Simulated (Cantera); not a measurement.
Input: 1 mol MgO, 0.2 mol H₂S, 10 mol N₂, equilibrated at 10.0 mbar.

These are equilibrium values from Cantera (NASA tables, ideal gas, pure condensed phases), not measurements of a reactor. Candidate condensed phases: H₂O, H₂SO₄, Mg, MgO, Mg(OH)₂, MgS, MgSO₄, S; 43 gas species. Mutual solubility and eutectic melting of coexisting phases are not modelled. The numbers say what is thermodynamically allowed, not how fast it happens.

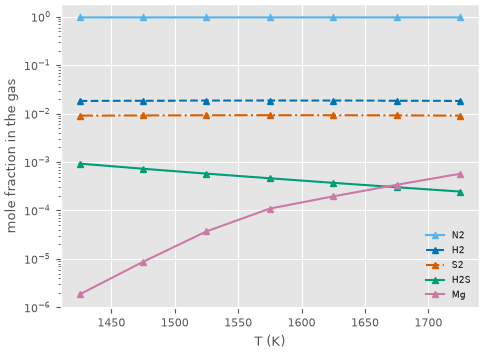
Figure: Equilibrium gas composition (values under 1e-9 drawn at 1e-9)

Task: Read off the mole fractions at 1675 K.

Result: N₂ about 0.97, H₂ about 0.019, S₂ about 0.0092, Mg about 0.00034, H₂S about 0.00030.
